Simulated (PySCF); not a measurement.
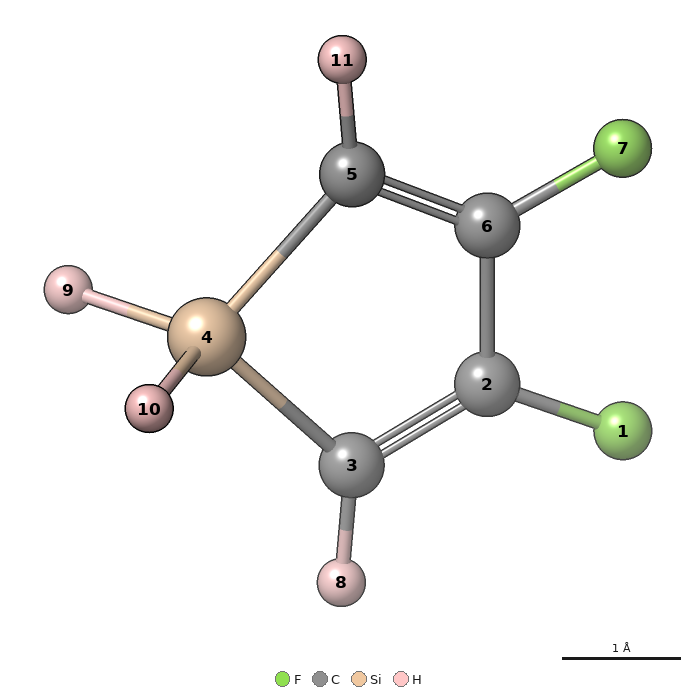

Orthographic view. Depth is shown by fading: the farther an atom, the more it takes the colour of the background. Computed geometry: PBE0-D3(BJ)/def2-SVP optimisation. No frequency run is at hand to confirm it as a minimum.

Write a MOL file (V2000) with the atoms in numerical order, bonds sorted by atom number with the orders drawn, and coordinates in the frame of the picture: x right, y up, z towards the viewer, origin at the mean position.

```
C4H4F2Si
                    3D

 11 11  0  0  0  0  0  0  0  0999 V2000
    2.1700   -0.9500   -1.0900 F   0  0  0  0  0  0  0  0  0  0  0  0
    1.0200   -0.5500   -0.5700 C   0  0  0  0  0  0  0  0  0  0  0  0
   -0.1300   -1.2400   -0.5700 C   0  0  0  0  0  0  0  0  0  0  0  0
   -1.3600   -0.1500    0.3300 Si  0  0  0  0  0  4  0  0  0  0  0  0
   -0.1200    1.2200    0.6000 C   0  0  0  0  0  0  0  0  0  0  0  0
    1.0300    0.7900    0.0600 C   0  0  0  0  0  0  0  0  0  0  0  0
    2.1700    1.4400    0.0400 F   0  0  0  0  0  0  0  0  0  0  0  0
   -0.2100   -2.2400   -1.0000 H   0  0  0  0  0  0  0  0  0  0  0  0
   -2.5300    0.2500   -0.5000 H   0  0  0  0  0  0  0  0  0  0  0  0
   -1.8400   -0.7600    1.6000 H   0  0  0  0  0  0  0  0  0  0  0  0
   -0.2100    2.2000    1.0900 H   0  0  0  0  0  0  0  0  0  0  0  0
  1  2  1  0
  2  3  2  0
  2  6  1  0
  3  4  1  0
  3  8  1  0
  4  5  1  0
  4  9  1  0
  4 10  1  0
  5  6  2  0
  5 11  1  0
  6  7  1  0
M  END
```
